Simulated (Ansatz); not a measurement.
# Squeezing and shearing H5C5NCl2 (P2_1/m) (156 atoms), part 3 of 3

How stiff is H5C5NCl2 (P2_1/m) (156 atoms), and how do its levels respond to strain?

Ansatz 0.2.0; Kohn-Sham DFT, revPBE+D4, PAW (set soft_2), plane waves.

The cell: 60 H, 60 C, 12 N and 24 Cl. The Brillouin zone is sampled at Γ only.

So far. Step 7 (Volume -6 %): The relaxation converged after 5 steps, 2.17 eV below its start, with a largest force component of 0.0044 eV/Å. Step 7 (Volume -6 %): Volume -6 %: the energy stands 0.281 eV above that of the reference, at a pressure of 0.910 GPa.

### Step 8. Volume +6 %

The relaxed cell is scaled to another volume.

Contents of input.yaml:

```yaml
crystal:
  lattice:
    - [13.85654, -0.00028, -0.18922]
    - [-0.00032, 16.25849, 0.00146]
    - [-1.57427, 0.00084, 8.74627]
  atoms:
    [... the 156 atom lines of step 4 ...]
kpoints:
  mp_grid: { grid: [1, 1, 1] }
hamiltonian:
  xc: revpbe
  dispersion: d4
scf:
  occupations: { method: fermi_dirac, width: 0.05 }
output:
  forces: true
  eigenvalues: true
  stress: true
relax:
  f_tol: 0.05
  max_steps: 70
```

Run with:

```
$ ansatz run input.yaml --threads 4 --pin off --max-ram 8192MiB --backend cpu --events-out ev --progress --plain --runs-dir out
```

Numbers of over 12 decimals in the logs are rounded to 6 here.

What it wrote:

```text
[...]
Crystal: 156 atoms, lattice volume = 1965.573 Å³
Basis set: ecut = 420 eV, 38349 PW (Γ), exchange–correlation on 192×240×120 points (8 copies of the dense FFT grid, shifted against one another)
Bands: 420, of which v1, the nominal top of the filled ones, is band 264 counted from 1 (263 counted from 0)
Symmetry: 1 space group operations
[...]
k-points: 1
[...]
SCF iter   1: F=—  HF=-46714.826378 eV  |F-HF|=—  |Δ(HF+E_count)|=         —  Δρ=5.03e-3  dr2=7.84e-1  ethr=1.77e-3  ⟨swp⟩=6.0  Hψ=1891  notcnv=0  defer=70
[...]
SCF iter   6: F=—  HF=-46714.676141 eV  |F-HF|=—  |Δ(HF+E_count)|=   1.55e-4  Δρ=5.25e-5  dr2=5.15e-5  ethr=7.47e-8  ⟨swp⟩=2.0  Hψ=505  notcnv=0  defer=143
SCF iter   7: F=-46714.676230 eV  HF=-46714.676224 eV  |F-HF|=6.24e-6  |Δ(HF+E_count)|=   8.35e-5  Δρ=1.34e-5  dr2=4.18e-6  ethr=9.76e-9  ⟨swp⟩=18.0  Hψ=3201  notcnv=0
SCF 1 converged in 7 iterations: F = -46714.676230 eV  dr2 = 4.18e-6
[...]
relax step   1: F+E_penalty+E_count = -46714.67623027 eV  Δ(F+E_penalty+E_count) = +0.000e0 eV  max|allowed force component| = 6.153e-1 eV/Å  Δτ_max = 0.0000 Å  (7 SCF iters, dr2 threshold 6.25e-5 eV, accepted)
[...]
relax step   2: F+E_penalty+E_count = -46716.34313056 eV  Δ(F+E_penalty+E_count) = -1.667e0 eV  max|allowed force component| = 3.172e-1 eV/Å  Δτ_max = 0.1293 Å  (7 SCF iters, dr2 threshold 2.37e-5 eV, accepted)
[...]
relax step   3: F+E_penalty+E_count = -46716.53187720 eV  Δ(F+E_penalty+E_count) = -1.887e-1 eV  max|allowed force component| = 7.418e-2 eV/Å  Δτ_max = 0.0516 Å  (7 SCF iters, dr2 threshold 6.29e-6 eV, accepted)
relax step   4: F+E_penalty+E_count = -46716.54293845 eV  Δ(F+E_penalty+E_count) = -1.106e-2 eV  max|allowed force component| = 7.380e-2 eV/Å  Δτ_max = 0.0178 Å  (8 SCF iters, accepted)
[...]
relax step   5: F+E_penalty+E_count = -46716.54601379 eV  Δ(F+E_penalty+E_count) = -3.075e-3 eV  max|allowed force component| = 5.859e-3 eV/Å  Δτ_max = 0.0096 Å  (8 SCF iters, accepted)
SCF converged after 8 iterations
Free energy (F): -46716.546014 eV
[...]
Internal energy: -46716.546014 eV  (E = F + TS)
E sigma→0 (E₀):  -46716.546014 eV
Fermi energy:    2.315848 eV
[...]
Σ components = -46716.546014   (vs F -46716.546014, Δ=0.00e0)
--- Forces (eV/Å), atoms counted from 1 ---
  atom   1  H     -0.00173952    -0.00005071     0.00069193
  atom   2  H      0.00165641     0.00004417    -0.00037522
  atom   3  H      0.00214284     0.00208810    -0.00125830
  atom   4  H     -0.00213970     0.00186499     0.00119719
[...]
atom 156  Cl    -0.00043199     0.00053412     0.00004358
  max |Σ_I F_I| component: 6.04e-5 eV/Å
--- Stress (GPa, compression-positive) ---
       -0.364601      -0.000434       0.133139
       -0.000434      -0.354716       0.000033
        0.133138       0.000033      -0.503377
  P = ⅓ Tr σ = -0.4076 GPa (-4.076 kbar)
--- Band table (eV) ---
[...]
--- Relaxed structure (5 steps of the walk, 5 accepted, 0 SCFs on fresh bases) ---
  F+E_penalty+E_count = -46716.54601379 eV   max|allowed force component| = 5.859e-3 eV/Å
  atoms:
    - { symbol: H, position: [0.066254, 0.125065, 0.458413] }
    - { symbol: H, position: [0.267180, 0.374956, 0.541314] }
    - { symbol: H, position: [0.108274, 0.497001, 0.363160] }
    - { symbol: H, position: [0.225009, 0.246817, 0.636772] }
[...]
- { symbol: Cl, position: [0.998609, 0.875072, 0.371574] }
```

The job ended after 66 s (4 threads of Intel Xeon 6975P-C (Granite Rapids), shared host; peak memory 2.6 GiB; 4.2 min of CPU time).

The relaxation converged after 5 steps, 1.87 eV below its start, with a largest force component of 0.0059 eV/Å.

Volume +6 %: the energy stands 0.167 eV above that of the reference, at a pressure of -0.408 GPa.

### Step 9. Volume -10 %

The relaxed cell is scaled to another volume.

Input and log are left out; they have the form of those shown for this kind of step.

Elapsed: 60 s, on 4 threads of Intel Xeon 6975P-C (Granite Rapids), shared host; peak memory 2.4 GiB; 3.8 min of CPU time.

The relaxation converged after 5 steps, 6.33 eV below its start, with a largest force component of 0.0080 eV/Å.

Volume -10 %: the energy stands 0.920 eV above that of the reference, at a pressure of 1.91 GPa.

### Step 10. Stretched by 1 % along x

The relaxed cell is strained along x alone, which gives the stiffness along x and its coupling to y and z.

input.yaml, the sections that differ from step 8:

```yaml
crystal:
  lattice:
    - [13.7259, -0.00027, -0.18558]
    - [-0.00031, 15.94575, 0.00143]
    - [-1.55943, 0.00082, 8.57803]
  atoms:
    [... the 156 atom lines of step 4 ...]
# kpoints, hamiltonian, scf, output, relax: as in step 8
```

What it wrote:

```text
[...]
Crystal: 156 atoms, lattice volume = 1872.857 Å³
Basis set: ecut = 420 eV, 36639 PW (Γ), exchange–correlation on 192×216×120 points (8 copies of the dense FFT grid, shifted against one another)
Bands: 420, of which v1, the nominal top of the filled ones, is band 264 counted from 1 (263 counted from 0)
Symmetry: 1 space group operations
[...]
k-points: 1
[...]
SCF iter   1: F=—  HF=-46716.773802 eV  |F-HF|=—  |Δ(HF+E_count)|=         —  Δρ=5.09e-3  dr2=7.06e-1  ethr=1.77e-3  ⟨swp⟩=6.0  Hψ=1917  notcnv=0  defer=69
[...]
SCF iter   6: F=—  HF=-46716.653183 eV  |F-HF|=—  |Δ(HF+E_count)|=   1.41e-4  Δρ=4.74e-5  dr2=3.93e-5  ethr=6.05e-8  ⟨swp⟩=2.0  Hψ=519  notcnv=0  defer=134
SCF iter   7: F=-46716.653255 eV  HF=-46716.653251 eV  |F-HF|=4.37e-6  |Δ(HF+E_count)|=   6.78e-5  Δρ=1.13e-5  dr2=2.72e-6  ethr=7.45e-9  ⟨swp⟩=19.0  Hψ=3005  notcnv=0
SCF 1 converged in 7 iterations: F = -46716.653255 eV  dr2 = 2.72e-6
[...]
relax step   1: F+E_penalty+E_count = -46716.65325543 eV  Δ(F+E_penalty+E_count) = +0.000e0 eV  max|allowed force component| = 1.455e-1 eV/Å  Δτ_max = 0.0000 Å  (7 SCF iters, dr2 threshold 6.25e-5 eV, accepted)
[...]
relax step   2: F+E_penalty+E_count = -46716.69032049 eV  Δ(F+E_penalty+E_count) = -3.707e-2 eV  max|allowed force component| = 8.303e-2 eV/Å  Δτ_max = 0.0534 Å  (8 SCF iters, accepted)
[...]
relax step   3: F+E_penalty+E_count = -46716.70466829 eV  Δ(F+E_penalty+E_count) = -1.435e-2 eV  max|allowed force component| = 2.090e-2 eV/Å  Δτ_max = 0.0371 Å  (8 SCF iters, accepted)
SCF converged after 8 iterations
Free energy (F): -46716.704668 eV
[...]
Internal energy: -46716.704668 eV  (E = F + TS)
E sigma→0 (E₀):  -46716.704668 eV
Fermi energy:    2.670343 eV
[...]
Σ components = -46716.704668   (vs F -46716.704668, Δ=0.00e0)
--- Forces (eV/Å), atoms counted from 1 ---
  atom   1  H     -0.01053219    -0.00005374     0.01499460
  atom   2  H      0.01100521     0.00003240    -0.01502775
  atom   3  H     -0.00024587    -0.00077467     0.00038470
  atom   4  H      0.00000176    -0.00042106    -0.00084906
[...]
atom 156  Cl    -0.00355778     0.00124275    -0.00125449
  max |Σ_I F_I| component: 1.30e-5 eV/Å
--- Stress (GPa, compression-positive) ---
       -0.100270      -0.001163       0.028253
       -0.001163      -0.015888       0.000462
        0.028254       0.000462      -0.113255
  P = ⅓ Tr σ = -0.0765 GPa (-0.765 kbar)
--- Band table (eV) ---
[...]
--- Relaxed structure (3 steps of the walk, 3 accepted, 0 SCFs on fresh bases) ---
  F+E_penalty+E_count = -46716.70466829 eV   max|allowed force component| = 2.090e-2 eV/Å
  atoms:
    - { symbol: H, position: [0.068891, 0.125067, 0.451429] }
    - { symbol: H, position: [0.264470, 0.374843, 0.548342] }
    - { symbol: H, position: [0.112325, 0.494646, 0.356499] }
    - { symbol: H, position: [0.220828, 0.244322, 0.643513] }
[...]
- { symbol: Cl, position: [0.998153, 0.875094, 0.377552] }
```

Run time: 39 s. Hardware: 4 threads; peak memory 2.5 GiB; 2.5 min of CPU time.

The relaxation converged after 3 steps, 0.0514 eV below its start, with a largest force component of 0.021 eV/Å.

Stretched by 1 % along x: the energy stands 0.00815 eV above that of the reference, at a pressure of -0.0765 GPa.

### Step 11. Compressed by 1 % along x

The relaxed cell is strained along x alone, which gives the stiffness along x and its coupling to y and z.

input.yaml, the sections that differ from step 10:

```yaml
crystal:
  lattice:
    - [13.4541, -0.00027, -0.18558]
    - [-0.00031, 15.94575, 0.00143]
    - [-1.52855, 0.00082, 8.57803]
  atoms:
    [... the 156 atom lines of step 4 ...]
# kpoints, hamiltonian, scf, output, relax: as in step 10
```

What it wrote:

```text
[...]
Crystal: 156 atoms, lattice volume = 1835.770 Å³
Basis set: ecut = 420 eV, 35941 PW (Γ), exchange–correlation on 180×216×120 points (8 copies of the dense FFT grid, shifted against one another)
Bands: 420, of which v1, the nominal top of the filled ones, is band 264 counted from 1 (263 counted from 0)
Symmetry: 1 space group operations
[...]
k-points: 1
[...]
SCF iter   1: F=—  HF=-46716.764337 eV  |F-HF|=—  |Δ(HF+E_count)|=         —  Δρ=5.10e-3  dr2=6.76e-1  ethr=1.77e-3  ⟨swp⟩=6.0  Hψ=1923  notcnv=0  defer=68
[...]
SCF iter   6: F=—  HF=-46716.651028 eV  |F-HF|=—  |Δ(HF+E_count)|=   1.34e-4  Δρ=4.58e-5  dr2=3.60e-5  ethr=5.71e-8  ⟨swp⟩=2.0  Hψ=523  notcnv=0  defer=134
SCF iter   7: F=-46716.651095 eV  HF=-46716.651091 eV  |F-HF|=4.29e-6  |Δ(HF+E_count)|=   6.24e-5  Δρ=1.09e-5  dr2=2.30e-6  ethr=6.82e-9  ⟨swp⟩=20.0  Hψ=3134  notcnv=0
SCF 1 converged in 7 iterations: F = -46716.651095 eV  dr2 = 2.30e-6
[...]
relax step   1: F+E_penalty+E_count = -46716.65109496 eV  Δ(F+E_penalty+E_count) = +0.000e0 eV  max|allowed force component| = 1.508e-1 eV/Å  Δτ_max = 0.0000 Å  (7 SCF iters, dr2 threshold 6.25e-5 eV, accepted)
[...]
relax step   2: F+E_penalty+E_count = -46716.68826237 eV  Δ(F+E_penalty+E_count) = -3.717e-2 eV  max|allowed force component| = 7.912e-2 eV/Å  Δτ_max = 0.0571 Å  (8 SCF iters, accepted)
[...]
relax step   3: F+E_penalty+E_count = -46716.70400473 eV  Δ(F+E_penalty+E_count) = -1.574e-2 eV  max|allowed force component| = 2.416e-2 eV/Å  Δτ_max = 0.0444 Å  (8 SCF iters, accepted)
SCF converged after 8 iterations
Free energy (F): -46716.704005 eV
[...]
Internal energy: -46716.704005 eV  (E = F + TS)
E sigma→0 (E₀):  -46716.704005 eV
Fermi energy:    2.815146 eV
[...]
Σ components = -46716.704005   (vs F -46716.704005, Δ=0.00e0)
--- Forces (eV/Å), atoms counted from 1 ---
  atom   1  H      0.01261781    -0.00014179    -0.01741027
  atom   2  H     -0.01260696     0.00010508     0.01749574
  atom   3  H      0.00038015     0.00114785     0.00345078
  atom   4  H     -0.00033502     0.00147418    -0.00394804
[...]
atom 156  Cl     0.00281169     0.00109177    -0.00041256
  max |Σ_I F_I| component: 3.02e-6 eV/Å
--- Stress (GPa, compression-positive) ---
        0.145225      -0.001084      -0.036051
       -0.001084       0.002883       0.000408
       -0.036052       0.000408       0.115073
  P = ⅓ Tr σ = 0.0877 GPa (0.877 kbar)
--- Band table (eV) ---
[...]
--- Relaxed structure (3 steps of the walk, 3 accepted, 0 SCFs on fresh bases) ---
  F+E_penalty+E_count = -46716.70400473 eV   max|allowed force component| = 2.416e-2 eV/Å
  atoms:
    - { symbol: H, position: [0.070388, 0.125070, 0.452343] }
    - { symbol: H, position: [0.262928, 0.374837, 0.547368] }
    - { symbol: H, position: [0.114049, 0.494599, 0.356177] }
    - { symbol: H, position: [0.219077, 0.244254, 0.643837] }
[...]
- { symbol: Cl, position: [0.996883, 0.875103, 0.376661] }
```

The job ended after 40 s (4 threads; peak memory 2.5 GiB).

The relaxation converged after 3 steps, 0.0529 eV below its start, with a largest force component of 0.024 eV/Å.

Compressed by 1 % along x: the energy stands 0.00881 eV above that of the reference, at a pressure of 0.0877 GPa.

### Step 12. Sheared by 2 % in xy

A shear of the relaxed cell gives the modulus that volume changes can't reach.

input.yaml, the sections that differ from step 11:

```yaml
crystal:
  lattice:
    - [13.59, 0.13563, -0.18558]
    - [0.15915, 15.94575, 0.00143]
    - [-1.54398, -0.01462, 8.57803]
  atoms:
    [... the 156 atom lines of step 4 ...]
# kpoints, hamiltonian, scf, output, relax: as in step 11
```

What it wrote:

```text
[...]
Crystal: 156 atoms, lattice volume = 1854.129 Å³
Basis set: ecut = 420 eV, 36305 PW (Γ), exchange–correlation on 192×216×120 points (8 copies of the dense FFT grid, shifted against one another)
Bands: 420, of which v1, the nominal top of the filled ones, is band 264 counted from 1 (263 counted from 0)
Symmetry: 1 space group operations
[...]
k-points: 1
[...]
SCF iter   1: F=—  HF=-46716.642640 eV  |F-HF|=—  |Δ(HF+E_count)|=         —  Δρ=5.09e-3  dr2=6.90e-1  ethr=1.77e-3  ⟨swp⟩=6.0  Hψ=1918  notcnv=0  defer=71
[...]
SCF iter   6: F=—  HF=-46716.526709 eV  |F-HF|=—  |Δ(HF+E_count)|=   1.36e-4  Δρ=4.69e-5  dr2=3.79e-5  ethr=5.90e-8  ⟨swp⟩=2.0  Hψ=519  notcnv=0  defer=134
SCF iter   7: F=-46716.526779 eV  HF=-46716.526775 eV  |F-HF|=4.31e-6  |Δ(HF+E_count)|=   6.54e-5  Δρ=1.09e-5  dr2=2.46e-6  ethr=7.17e-9  ⟨swp⟩=17.0  Hψ=3015  notcnv=0
SCF 1 converged in 7 iterations: F = -46716.526779 eV  dr2 = 2.46e-6
[...]
relax step   1: F+E_penalty+E_count = -46716.52677914 eV  Δ(F+E_penalty+E_count) = +0.000e0 eV  max|allowed force component| = 5.480e-1 eV/Å  Δτ_max = 0.0000 Å  (7 SCF iters, dr2 threshold 6.25e-5 eV, accepted)
[...]
relax step   2: F+E_penalty+E_count = -46716.66354330 eV  Δ(F+E_penalty+E_count) = -1.368e-1 eV  max|allowed force component| = 1.761e-1 eV/Å  Δτ_max = 0.0497 Å  (6 SCF iters, dr2 threshold 1.88e-5 eV, accepted)
[...]
relax step   3: F+E_penalty+E_count = -46716.70003807 eV  Δ(F+E_penalty+E_count) = -3.649e-2 eV  max|allowed force component| = 1.219e-2 eV/Å  Δτ_max = 0.0385 Å  (8 SCF iters, accepted)
SCF converged after 8 iterations
Free energy (F): -46716.700038 eV
[...]
Internal energy: -46716.700038 eV  (E = F + TS)
E sigma→0 (E₀):  -46716.700038 eV
Fermi energy:    2.743172 eV
[...]
Σ components = -46716.700038   (vs F -46716.700038, Δ=0.00e0)
--- Forces (eV/Å), atoms counted from 1 ---
  atom   1  H     -0.00299148    -0.00157571     0.00227815
  atom   2  H      0.00228320     0.00149011    -0.00167319
  atom   3  H      0.00505923     0.00293099    -0.00704977
  atom   4  H      0.00353445    -0.00228355    -0.00828173
[...]
atom 156  Cl    -0.00061423    -0.00192889     0.00044424
  max |Σ_I F_I| component: 3.56e-6 eV/Å
--- Stress (GPa, compression-positive) ---
        0.019861      -0.128784       0.001049
       -0.128785       0.010682       0.011129
        0.001049       0.011129      -0.002439
  P = ⅓ Tr σ = 0.0094 GPa (0.094 kbar)
--- Band table (eV) ---
[...]
--- Relaxed structure (3 steps of the walk, 3 accepted, 0 SCFs on fresh bases) ---
  F+E_penalty+E_count = -46716.70003807 eV   max|allowed force component| = 1.219e-2 eV/Å
  atoms:
    - { symbol: H, position: [0.069634, 0.123729, 0.451965] }
    - { symbol: H, position: [0.263682, 0.376184, 0.547845] }
    - { symbol: H, position: [0.114306, 0.493243, 0.353496] }
    - { symbol: H, position: [0.220962, 0.245669, 0.640656] }
[...]
- { symbol: Cl, position: [0.997571, 0.875419, 0.377081] }
```

It took 38 s on 4 threads; peak memory 2.5 GiB; 2.4 min of CPU time.

The relaxation converged after 3 steps, 0.173 eV below its start, with a largest force component of 0.012 eV/Å.

Sheared by 2 % in xy: the energy stands 0.0128 eV above that of the reference, at a pressure of 0.00937 GPa.

### Step 13. Pressure against volume

Atoms are relaxed at each volume, in the scaled cell.

```tsv
volume change (%)	volume (Å³/atom)	energy change (meV/atom)	pressure (GPa)	largest move on relaxing (Å)	bonds	gap (eV)
-10	10.698	5.90	1.91	0.22	144	2.96
-6	11.173	1.80	0.91	0.15	144	2.87
-3	11.530	0.42	0.36	0.08	144	2.83
+0	11.887	0.00	0.00	-	144	2.79
+3	12.243	0.31	-0.25	0.08	144	2.76
+6	12.600	1.07	-0.41	0.19	144	2.76
```

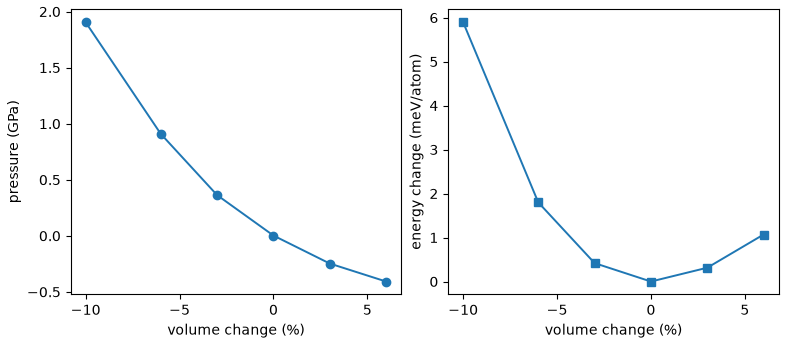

Pressure and energy against volume.

### Step 14. Uniaxial strain and shear

Stress (GPa, compression positive) less that of the relaxed cell, atoms relaxed:

```tsv
strain	xx	yy	zz	xy	energy change (meV/atom)
stretched by 1 % along x	-0.117	-0.007	-0.112	-0.003	0.05
compressed by 1 % along x	0.128	0.011	0.116	-0.002	0.06
sheared by 2 % in xy	0.003	0.019	-0.001	-0.130	0.08
```

### Step 15. Outcome

The bulk modulus, from the slope of pressure against ln V over the three points nearest the relaxed volume, is 10.2 GPa; a quadratic over all points gives a pressure derivative of about 13. The gap goes from 2.96 eV at the smallest volume to 2.76 eV at the largest, -1.2 eV per unit of ln V by a straight line, not monotonically (lowest 2.76, highest 2.96 eV), on the run's k-points. In the Cartesian axes of the cell, finite differences give C11 = 12.3, C12 = 0.939, C13 = 11.4 and C66 = 6.51 GPa (the shear of 2 % is the engineering strain, εxy = 0.01).

Caveats: Strains are finite and relaxations stop at the force tolerance of the input, which can leave moduli too stiff; they are those of a static cell at zero temperature. Volumes are changed with the cell's shape held, so in an anisotropic solid the modulus lies over the one under free hydrostatic load. The program notes that the SCF threshold of the relaxations is loose for the stress.

The DFT runs together took 9 min of wall time.

[Logs are printed without paths, hosts, clocks, repeated set-up lines and the standing remarks that a program may print on its own settings, such as how far it seeks lower states.]

[Hosts, paths, dates, database ids (printed as entryN), source tags and the programs' standing remarks are cut or masked in the printed files.]
